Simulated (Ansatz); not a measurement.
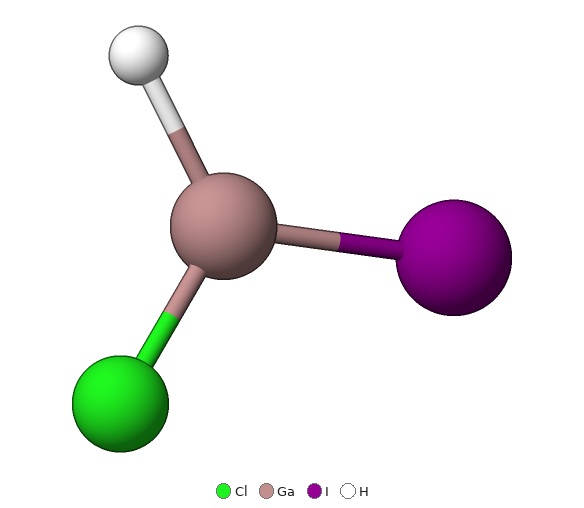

The picture comes from a calculation with Ansatz.

Rendered structure (ball-and-stick style). Every bond is drawn as one stick, whatever its order.

Geometry: moved along internal coordinates away from the minimum.

Description:

Formula ClGaHI. As SMILES it reads `[Cl][GaH][I]`. All atoms lie on one plane. Coordination: 1 Ga trigonal planar.
